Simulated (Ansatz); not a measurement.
Potential energy surface of H₃N (cation, charge +1), doublet: map of symmetric stretch and umbrella angle. Scanned: N-H bond length and angle between the N-H bonds and the threefold axis (90 = planar).

Calculation: unrestricted B3LYP/def2-SVP run with Ansatz (an electronic-structure program).

Energy in kJ/mol above the lowest grid point; x is the N-H bond length (Å), y the angle between the N-H bonds and the threefold axis (90 = planar) (°).

```csv
y \ x,0.90,0.93,0.98,1.03,1.09,1.13,1.18,1.22,1.27
130,510.1,436.1,356.8,320.4,317.7,334.2,369.7,406.9,461.2
126.74,435.1,363.1,287.1,253.8,254.7,273.4,311.5,350.6,407.1
121.54,339.6,270.1,198.3,169.0,174.4,195.9,237.2,278.7,337.9
118.62,297.1,228.8,158.8,131.3,138.7,161.5,204.2,246.7,307.1
114.58,249.4,182.4,114.7,89.3,99.0,123.1,167.4,211.1,273.0
109.21,203.0,137.5,72.2,48.9,61.0,86.5,132.5,177.5,241.0
105.80,182.0,117.3,53.1,30.9,44.2,70.5,117.3,163.0,227.2
101.42,162.9,99.0,36.0,15.0,29.4,56.4,104.1,150.4,215.4
98.17,153.6,90.1,27.8,7.3,22.4,49.8,98.0,144.6,210.1
94.91,147.7,84.5,22.6,2.5,18.0,45.7,94.2,141.2,206.9
90,144.5,81.5,19.8,0.0,15.7,43.6,92.3,139.4,205.3
```

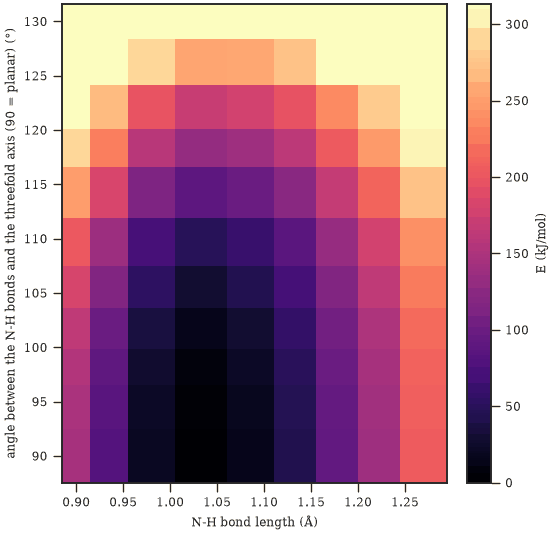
Figure. Energy surface, cut off at 313 kJ/mol.

Points that lie below all their neighbours on the grid: x = 1.03, y = 90 on the edge of the grid (0.0 kJ/mol).
